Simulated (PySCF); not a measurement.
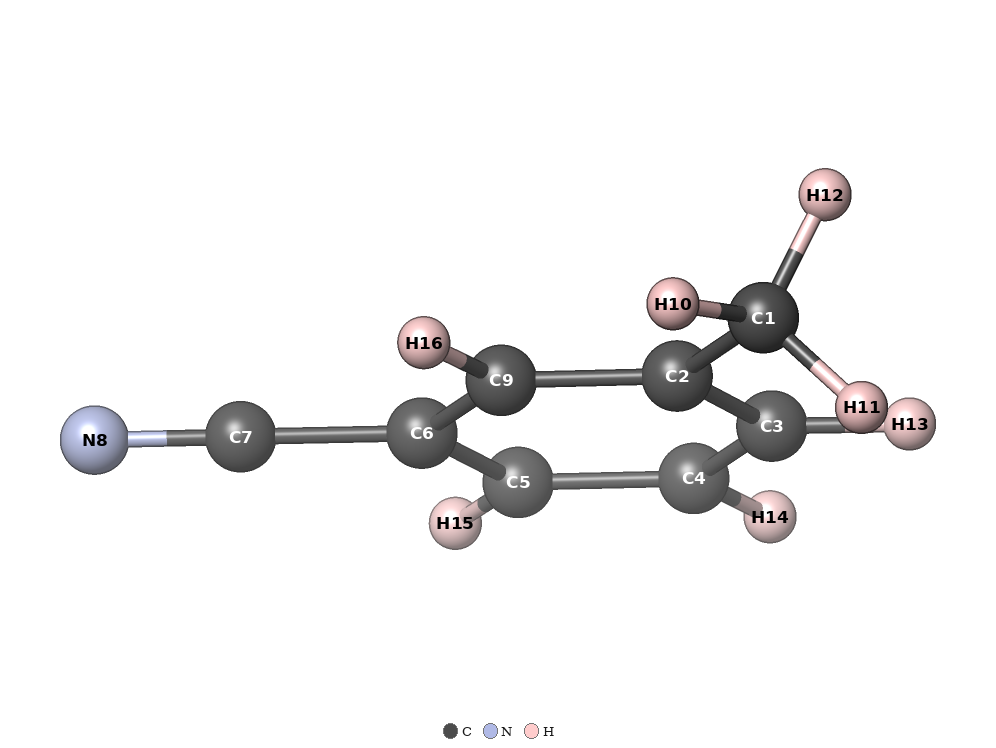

Distant atoms are faded towards the background colour. The computed structure is the end point of a PBE0-D3(BJ)/def2-TZVP optimisation. No frequency run is at hand to confirm it as a minimum.

**How is the 6-membered ring C2–C3–C4–C5–C6–C9 puckered?**

It is planar. The Cremer–Pople amplitude Q is 0.00 Å.

**Give the torsion angles round the ring, beginning with the bond from its second to its third atom.**

0°, 0°, 0°, 0°, 0°, 0°.
